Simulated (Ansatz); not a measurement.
# InSb, response to strain

Consider InSb in the zinc blende structure (space group F-43m, No. 216).

Space group F-43m (No. 216); a = 6.5189 Å, b = 6.5189 Å, c = 6.5189 Å, α = 90.00°, β = 90.00°, γ = 90.00°

| atom | site | symmetry | x | y | z |
|---|---|---|---|---|---|
| In | 4a | -43m | 0.0000 | 0.0000 | 0.0000 |
| Sb | 4d | -43m | 0.7500 | 0.7500 | 0.7500 |
(The calculation used a cell of 2 atoms; values per cell refer to that cell.)

Strains are applied to the cell and any free atomic positions relax.

Calculations: Kohn–Sham DFT with the PBEsol functional, run in Ansatz (a quantum-chemistry and plane-wave program) with PAW and 420 eV plane waves, spin-orbit coupling left out.

Notes on the quantities. energy relative to the base: free energy F.

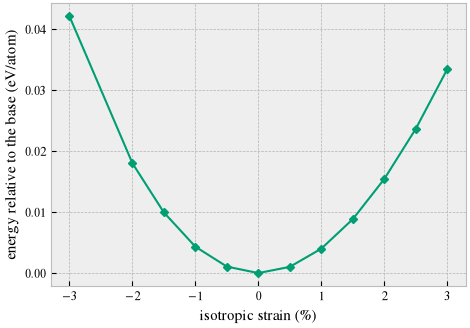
Figure. Energy relative to the base against isotropic strain

```csv
isotropic strain (%),energy relative to the base
-3,+42 meV/atom
-2,+18 meV/atom
-1.5,+9.9 meV/atom
-1,+4.3 meV/atom
-0.5,+1.1 meV/atom
0.5,+1.0 meV/atom
1,+4.0 meV/atom
1.5,+8.8 meV/atom
2,+15 meV/atom
2.5,+24 meV/atom
3,+33 meV/atom
```

No phonon test of stability was made. The final runs are not spin-polarised.
